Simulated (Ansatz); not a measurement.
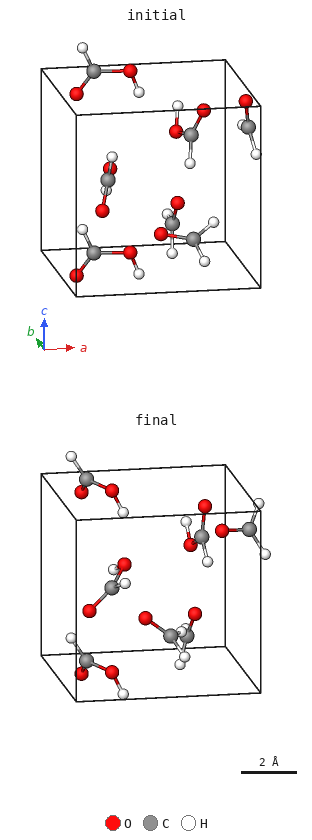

The structure of an amorphous cell of composition H4C2O3 before (top) and after (bottom) a relaxation, at one scale.

The picture is a ball-and-stick view of the cell of the calculation, seen slightly off an axis.

The cell holds 3 HCOOH + 3 H2CO. The run prepares the start of a later molecular dynamics calculation, from a guessed geometry.

These are results of DFT PBE-D3(BJ), scalar-relativistic, plane waves, PAW in Ansatz 0.2.0, not measurements. Set-up: plane-wave cutoff 420 eV; k-point mesh 1 × 1 × 1; occupations fermi dirac; smearing width 0.05 eV; no spin polarisation; atoms relaxed in a fixed cell; force threshold 0.3 eV/Å; at most 15 steps.

### What changed between the two?

The relaxation stopped without meeting its thresholds, so the last structure isn't shown to be converged. It used up its limit of 15 steps. The largest move is that of an O atom, 1.29 Å roughly along [−1 0 −1]. Largest moves by element: O 1.29 Å, H 1.24 Å, C 0.92 Å. The lattice vectors keep their values. Among the contacts that change: H–O 0.980 → 1.016 Å, C–H 1.104 → 1.126 Å, C–O 1.350 → 1.333 Å, C–H 1.096 → 1.108 Å. Among the angles between lasting bonds that change: C–O–H 106.0° → 110.8°, C–O–H 106.0° → 109.2°. Over 14 geometry steps the energy falls by 2.265 eV per cell of the calculation. Largest force component: 1.2 eV/Å at the start, 0.38 eV/Å at the end.

Limits of the set-up: the program's low-accuracy preset was used; the periodic images lie only 6.9 Å apart, so the values are limited by the cell's size.
